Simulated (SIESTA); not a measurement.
Band structure of InH (P6_3mc, 4 atoms in the cell).

```
CELL_PARAMETERS angstrom
      3.43086     0.00000     0.00000
     -1.71543     2.97121     0.00000
      0.00000     0.00000     6.74451
ATOMIC_POSITIONS crystal
  In 0.33333 0.66667 0.34358
  In 0.66667 0.33333 0.84358
  H  0.33333 0.66667 0.03142
  H  0.66667 0.33333 0.53142
```

Level of theory: GGA PBEsol, numerical atomic orbitals DZP, PseudoDojo PBEsol standard norm-conserving potentials (rewritten from UPF to PSML) in SIESTA.

Settings: XC.functional = GGA; XC.authors = PBEsol; potentials = PseudoDojo PBEsol standard; PAO.BasisSize = DZP; PAO.EnergyShift = 0.01 Ry; MeshCutoff = 350 Ry; kgrid.MonkhorstPack = 8 8 4; OccupationFunction = MP; OccupationMPOrder = 0; ElectronicTemperature = 1578.21 K; MaxSCFIterations = 150; SCF.Mixer.Method = Broyden; SCF.Mixer.Weight = 0.1; SCF.Mixer.History = 6.

The starting cell comes from a database of computed structures (which also holds hypothetical and non-ambient phases and stackings), without a prior relaxation at this level. Values carry the incompleteness of an atom-centred basis.

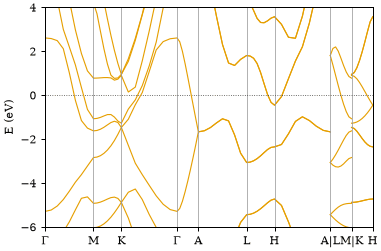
Bands along the path, energies from the Fermi level.

Levels in eV from the Fermi level, bands 11 to 16:
```json
[
 {"point": "Γ", "11": "-9.61", "12": "-6.80", "13": "-5.29", "14": "2.60", "15": "5.04", "16": "6.68"},
 {"point": "M", "11": "-6.04", "12": "-4.92", "13": "-2.84", "14": "-1.63", "15": "-1.07", "16": "0.77"},
 {"point": "K", "11": "-4.88", "12": "-4.88", "13": "-1.47", "14": "-1.47", "15": "-1.28", "16": "0.90"},
 {"point": "A", "11": "-8.78", "12": "-8.78", "13": "-1.67", "14": "-1.67", "15": "6.71", "16": "6.71"},
 {"point": "L", "11": "-5.44", "12": "-5.44", "13": "-3.07", "14": "-3.07", "15": "1.81", "16": "1.81"},
 {"point": "H", "11": "-4.73", "12": "-4.73", "13": "-2.35", "14": "-2.35", "15": "-0.46", "16": "-0.46"}
]
```

Bands cross the Fermi level along this path, so the cell is metallic at this level.

Higher empty bands are left out: an atom-centred basis made for the valence describes them poorly.
